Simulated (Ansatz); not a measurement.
```csv
atom,x (Å),y (Å),z (Å)
Zn,1.0139,0.2645,-0.2284
O,0.0145,0.2354,1.7758
H,-0.8604,-0.1323,1.5885
Cl,-0.8966,-0.2260,-1.1425
H,2.5092,0.5702,-0.0784
H,0.3455,-0.1612,2.5899
```

Computed with RKS B3LYP-D4/def2-TZVP (Ansatz 0.2.0).

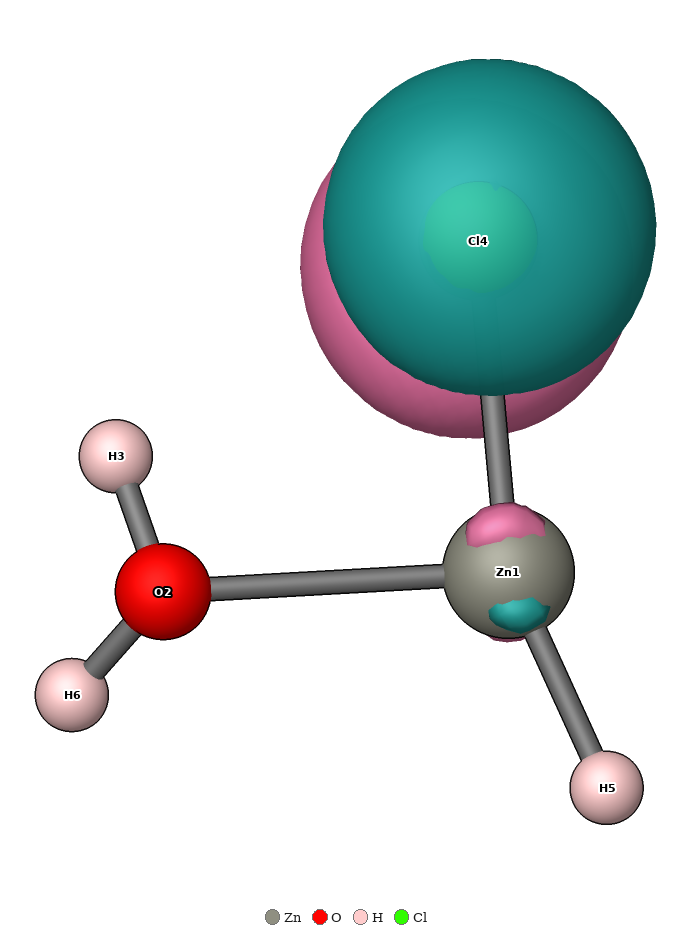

ClH$_{3}$OZn. The HOMO−1 at ±0.15 Å⁻³ᐟ² (teal and pink are the two phases), seen across its widest extent.

Q: What is the character of this orbital?

A: By Hirshfeld shares it lies mainly on Cl4 (about 90 %) and Zn1 (about 10 %); largely a lone pair of Cl4. Its energy is −8.02 eV.
